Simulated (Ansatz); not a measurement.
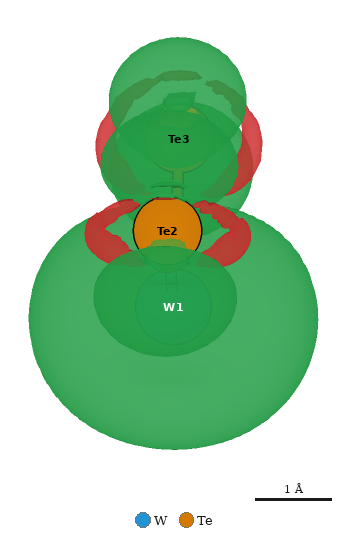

Te₂W (quintet). Isosurfaces of the spin density (α minus β) at +0.03 (green) and −0.03 e/Å³ (red), seen at an oblique angle.

Geometry: PBE0-D4/def2-TZVP; ⟨S²⟩ = 6.12, above the pure value of 6.00; core potentials replace the inner electrons of W and Te.

Level of theory: UKS PBE0-D4/def2-TZVP (Ansatz 0.2.0).

Describe the spin distribution.

Answer. The unpaired spin (4 electrons) lies mostly on W1 (about 3.1), Te2 (about 0.4) and Te3 (about 0.4), in electrons by Hirshfeld's partition.
